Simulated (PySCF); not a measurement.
**F4Si, SMILES `F[Si](F)(F)F`: what the electrons do**

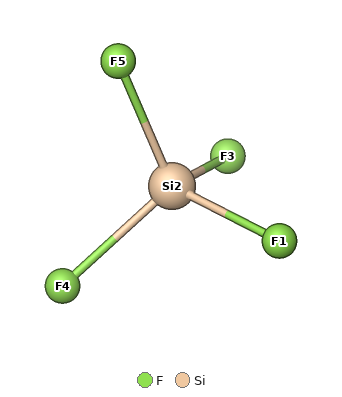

The molecule, with its atoms numbered as below. No frequency check shows the geometry to be a minimum.

Cartesian coordinates (Å):

```
F1       0.9049   -0.9373    0.8687
Si2      0.0000   -0.0002    0.0001
F3       0.9049    0.9374   -0.8688
F4      -0.9049   -0.8694   -0.9365
F5      -0.9049    0.8696    0.9365
```

Part 1: Bonding charge

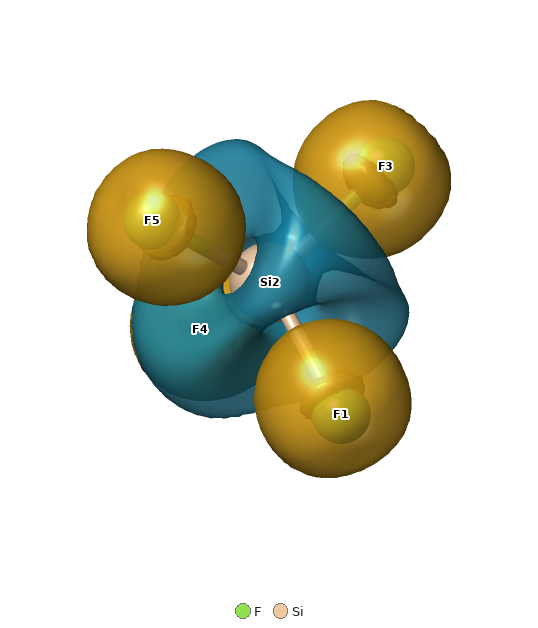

Deformation density (molecule less spherical, spin-averaged free atoms at the same positions), surfaces at ±0.06 e/Å³; yellow: gain, teal: loss.

Level of theory: PBE0/def2-TZVP (PySCF), at a geometry from GFN2-xTB.

> Describe the bonding that the map shows.

F1–Si2, Si2–F4, Si2–F5 and Si2–F3: +0.12 e/Å³ at the bond critical point (bond length 1.57 Å, Mayer order 1.2). In all, 1.2 electrons gather in the regions of gain relative to the promolecule. A small or negative value marks a very polar bond, one between electron-rich atoms, whose free-atom densities already overlap strongly, a long bond to a heavier atom, or a closed-shell contact such as a hydrogen bond.

> Where do the Hirshfeld charges lie?

The highest Hirshfeld charge is on Si2 (+0.68 e), the lowest on F1, F3, F4 and F5 (−0.17 e).

```json
{"atom": "F1", "charge (e)": "−0.17"}
{"atom": "Si2", "charge (e)": "+0.68"}
{"atom": "F3", "charge (e)": "−0.17"}
{"atom": "F4", "charge (e)": "−0.17"}
{"atom": "F5", "charge (e)": "−0.17"}
```

Part 2: Bond critical points

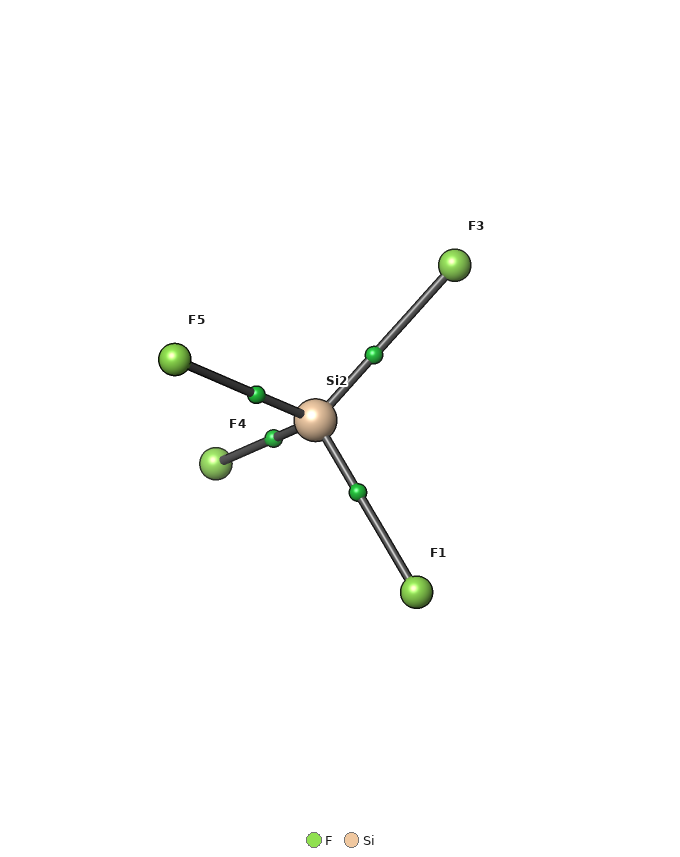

Molecular graph of the electron density (QTAIM): bond paths, bond critical points (green), ring points (magenta, if any); weak paths are dashed.

> How many critical points of each kind are there, and does the count close?

5 nuclei, 4 bond, 0 ring and 0 cage critical points: 5 − 4 + 0 − 0 = 1, as the Poincaré–Hopf relation requires.

> What does the calculation give at each kind of bond critical point?

```csv
bond,length (Å),ρ (a.u.),∇²ρ (a.u.),ε,H (a.u.)
F1–Si2 (4 alike),1.566,0.154,+1.14,0.00,−0.049
```

> What kind of interaction is F1–Si2?

Polar or intermediate (positive Laplacian, negative energy density H): ρ = 0.154, ∇²ρ = +1.14, H = −0.049 a.u.

Part 3: Local ionisation energy

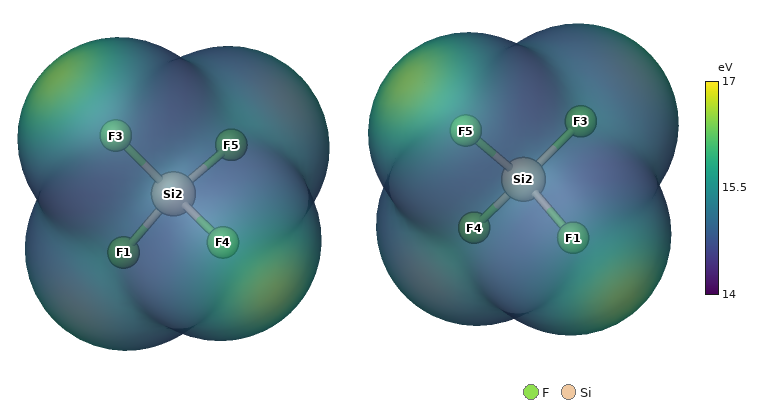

Average local ionisation energy on the surface of electron density 0.001 a.u. (back view left, front view right).

> Locate the minima of the map.

The lowest value is 14.7 eV, 1.7 Å from F4, and at like points elsewhere. For comparison, the highest occupied orbital lies at −12.8 eV.

> What volume does the surface enclose, and what is the dipole moment?

About 73 Å³; the dipole moment is 0.0 D.

Part 4: In an electric field

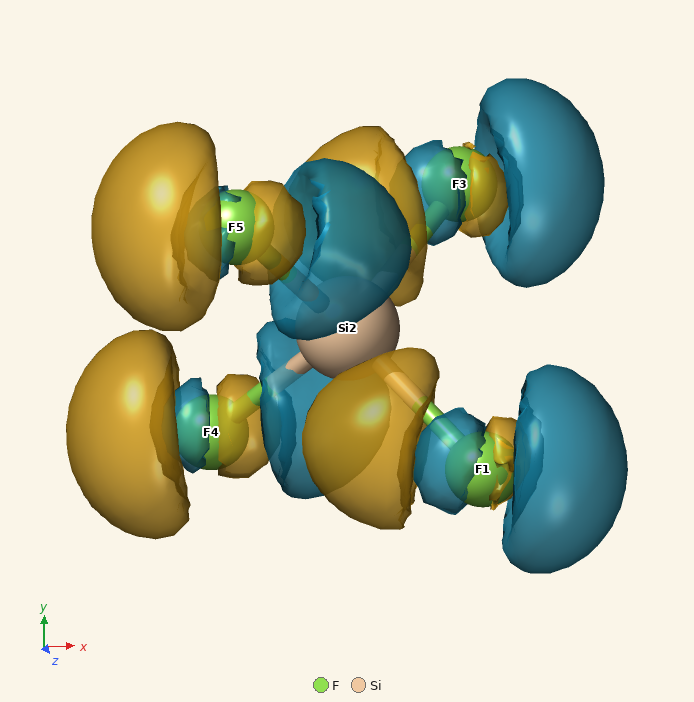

Change of the electron density in a uniform field of 0.21 V/Å, surfaces at ±0.0015 e/Å³ (yellow: gain, teal: loss).

PySCF calculation, PBE0/def2-TZVP, gas phase; geometry: GFN2-xTB. A basis without diffuse functions makes polarisabilities too small.

> Along which Cartesian direction does the field point?

Along +x: electrons gather on the −x side, against the field.

> How large is the response?

The induced dipole is 0.20 D (along the field); α along this axis, from the fields in both directions, is 20 bohr³ (3.0 Å³).

> Which atoms gain and lose the most charge?

Electrons gather most on F4 and F5 alike (Hirshfeld charge changes by −0.004 e) and leave F1 and F3 alike most (+0.004 e); 0.025 electrons are displaced in all.
